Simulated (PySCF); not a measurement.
System: C5H7NO2.

Input

```
{"job": {"kind": "uv", "xc": "wB97X-D", "basis": "def2-SVPD", "nstates": 8, "ntriplets": 3}, "charge": 0, "multiplicity": 1}
C     -2.050428     0.552140    -0.418409
O     -1.285547     0.852794     0.729766
C     -0.276274    -0.076110     0.998673
C      0.848643    -0.074841    -0.039907
C      1.332467     1.230690    -0.399955
N      1.722766     2.267164    -0.680075
C      1.788766    -1.208667    -0.123039
O      0.785441    -1.026264    -1.072490
H     -2.811365     1.325880    -0.483723
H     -1.441500     0.562762    -1.327597
H     -2.528956    -0.429397    -0.322334
H      0.134416     0.206089     1.973266
H     -0.684004    -1.098577     1.050190
H      2.802919    -1.033961    -0.464908
H      1.658244    -2.041711     0.558630
```

Launched as:

```sh
OMP_NUM_THREADS=1 python probes_run.py task.json out
```

Geometry: GFN2-xTB.

Computed with wB97X-D/def2-SVPD, SCF density, gas phase in PySCF.

What can the converged electron density and electron localisation function tell about the bonding?

C–N (1.14 Å): ρ at the midpoint is about 3.6 e/Å³; the ELF peaks at about 0.85 between the atoms (a short, multiple covalent bond).
C–H (1.09 Å): ρ is about 2 e/Å³ halfway; the ELF climbs to about 1 towards the hydrogen, as it does in any bond to H; a covalent bond by its length.

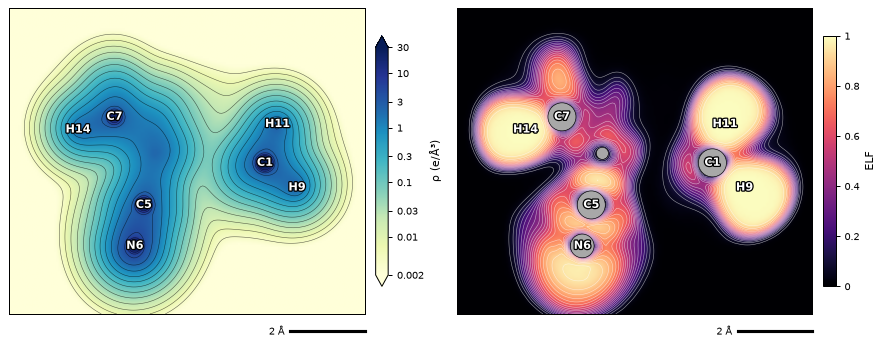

Computed electron density and electron localisation function on the plane of atoms H9, C1 and H11, in this order. Grey discs cover the atomic cores in the ELF map. 
